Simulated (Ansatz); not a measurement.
The calculation's input:

```
crystal:
  periodic: [false, false, false]
  atoms:
    - { symbol: Zr, position_ang: [-0.880162, 0.075066, -1.109273] }
    - { symbol: S, position_ang: [1.159205, -0.290638, 2.421003] }
    - { symbol: F, position_ang: [0.036329, -1.589872, -1.191001] }
    - { symbol: F, position_ang: [-2.5396, -0.00239, -0.1857] }
    - { symbol: F, position_ang: [-1.148675, 0.734896, -2.872358] }
    - { symbol: H, position_ang: [1.050719, 0.682774, 1.465926] }
    - { symbol: H, position_ang: [0.314782, 1.400717, -0.159111] }
    - { symbol: H, position_ang: [2.007202, -1.010553, 1.630514] }
basis:
  gaussian: { orbitals: def2-SVP }
hamiltonian:
  xc: pbe
  dispersion: d4
relax:
  f_tol: 0.03
  max_steps: 50
output:
  orbitals: {}
```

Command:

```sh
ansatz run input.yaml --threads 2 --pin off --max-ram 3072MiB --backend cpu --events-out ev --progress --plain --runs-dir out
```

The fields are those of the run's last geometry, not of the input's.

Core potentials replace the inner electrons of Zr.

The calculation used Ansatz, RKS PBE-D4/def2-SVP.

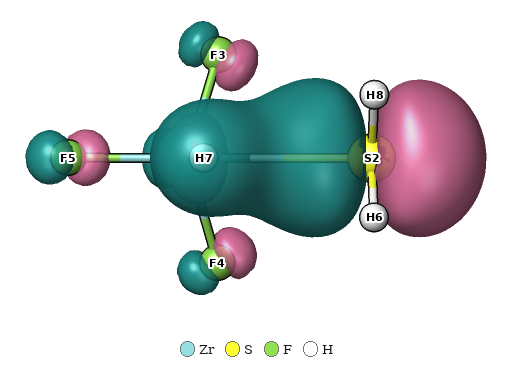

F3H3SZr. The HOMO−1 at ±0.1 Å⁻³ᐟ² (teal and pink are the two phases), seen at a tilt.

> Describe this orbital and give its energy.

It lies mainly on S2 (about 65 %), Zr1 (about 15 %) and H7 (about 10 %). Its energy is −8.01 eV.
